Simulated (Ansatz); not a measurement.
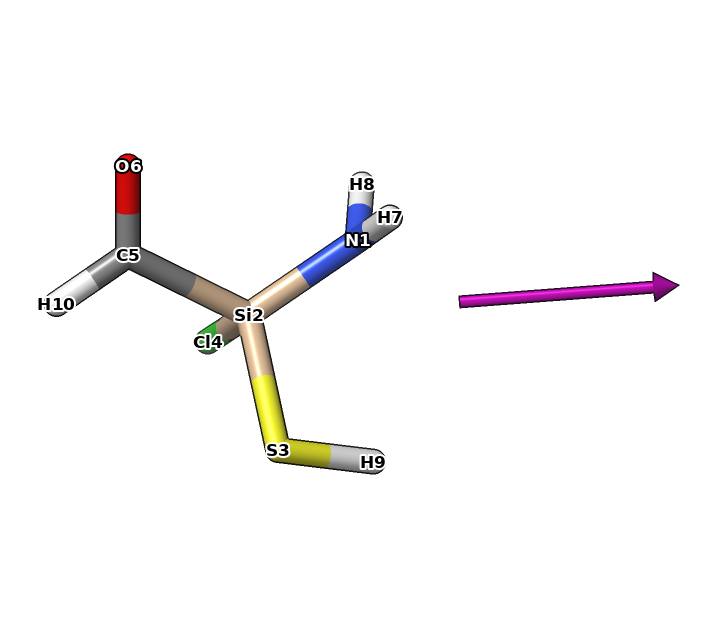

The arrow beside the molecule shows the direction of the dipole moment, from the negative to the positive end (its length means nothing). The computed structure is the end point of a PBE-D4/def2-SVP optimisation. No frequency run is at hand to confirm it as a minimum. Level of theory: RKS PBE-D4/def2-SVP (Ansatz 0.2.0).

**How large is the dipole moment?**

1.96 D; it points from the side of H10 to the side of H7 (the outermost atoms at the two ends).
